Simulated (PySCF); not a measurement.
**C4H6BF2O2 (SMILES COC(=O)C[CH]B(F)F) (doublet): density, localisation and related maps**

```xyz
15

C     2.1749    1.2176   -0.4168
O     1.1578    0.2520   -0.6766
C     0.7298   -0.4895    0.3305
O     1.1419   -0.4630    1.4551
C    -0.4295   -1.3909   -0.1415
C    -1.6510   -0.6166    0.1507
B    -2.3469    0.2715   -0.8582
F    -3.4081    1.0111   -0.5538
F    -1.9638    0.3693   -2.1277
H     1.7265    2.2114   -0.4411
H     2.9202    1.1268   -1.2053
H     2.6252    1.0364    0.5602
H    -0.3790   -2.3165    0.4324
H    -0.3081   -1.5621   -1.2102
H    -1.9944   -0.6496    1.1747
```

Geometry: GFN2-xTB.

Level of theory: UKS B3LYP, pcH-1 on B C F H O, non-relativistic, mean-field spin-orbit, GIAO (PySCF 2.14.0, density-fitted response routines).

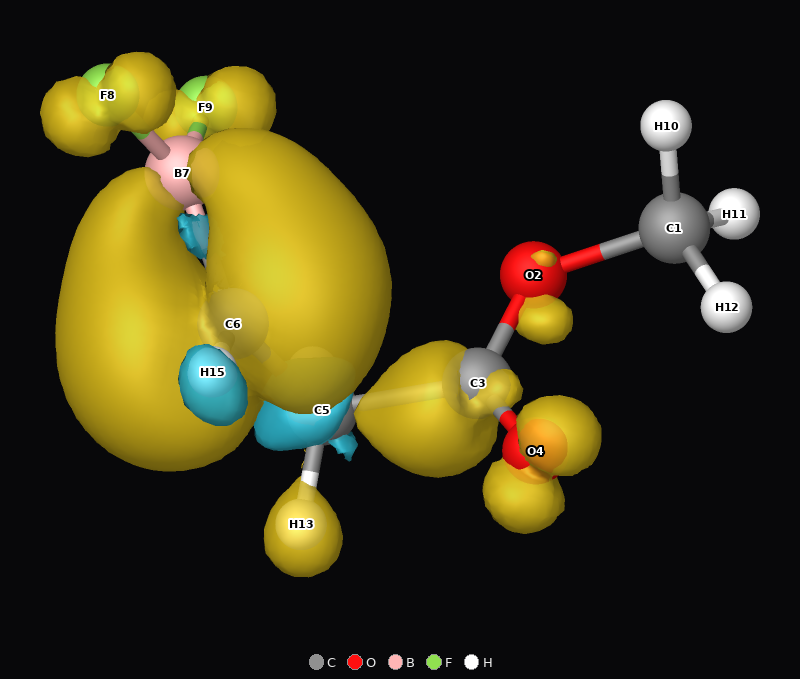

Figure 1. Isosurfaces of the spin density (α minus β) at +0.015 (yellow) and −0.015 e/Å³ (cyan), seen across its widest extent.

Question: Where is the unpaired spin?

Answer: The unpaired spin (1 electron) lies mostly on C6 (about 0.6), B7 (about 0.1) and H15 (about 0.1), in electrons by Hirshfeld's partition.

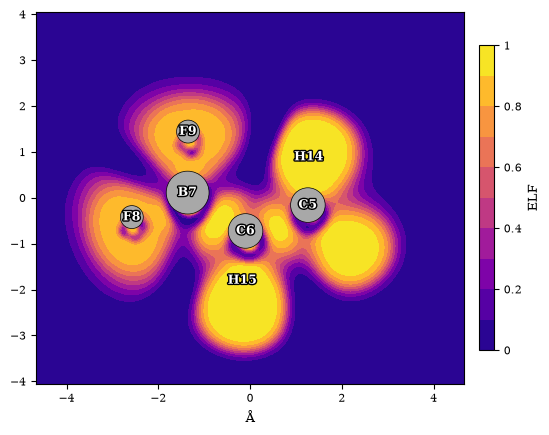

Figure 2. ELF on the plane of atoms B7, C6 and H15. Grey discs cover the atomic cores.

Question: Read the bonding off the picture.

Answer: Atoms in the plane: C, B, F and H. B–F (1.33 Å): the ELF peaks at about 0.80 between the atoms, as expected for a shared but strongly polarised pair. C–C (1.48 Å): the ELF peaks at about 0.90 between the atoms; a covalent bond. C–B (1.51 Å): the ELF peaks at about 0.95 between the atoms (a covalent bond). C–H (1.08 Å): the ELF climbs to about 1 towards the hydrogen, as it does in any bond to H. The ELF also peaks beside F8, away from the bonds: non-bonding electrons, paired or unpaired.

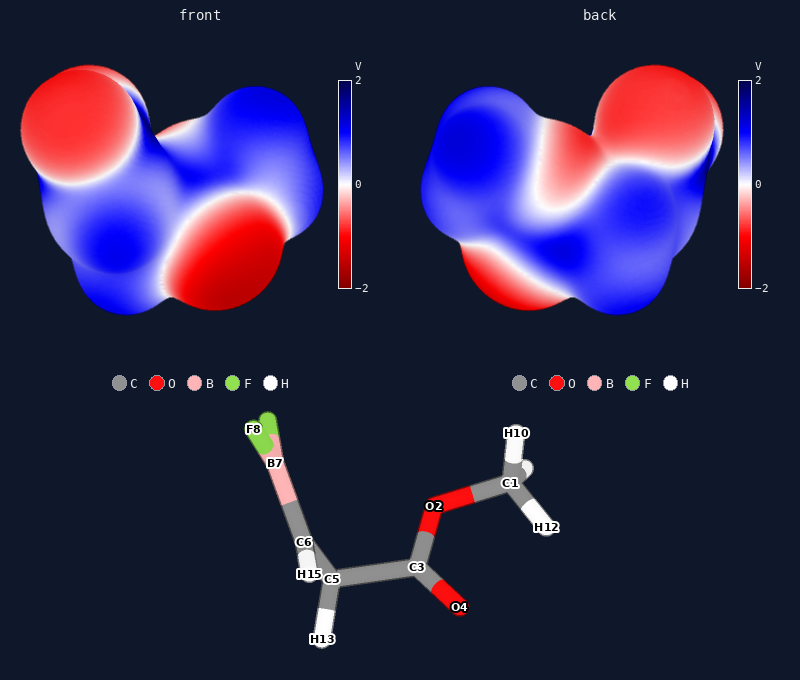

Figure 3. The molecular electrostatic potential painted on the density surface at 0.002 e/bohr³, seen from the front and from behind; red is negative and blue positive. The bare structure is drawn below in the same view.

Question: Describe the electrostatic potential map.

Answer: The most negative region (about −1.5 V) lies over O4, the most positive (about +1.7 V) over B7. O4 is the likeliest acceptor of a hydrogen bond.
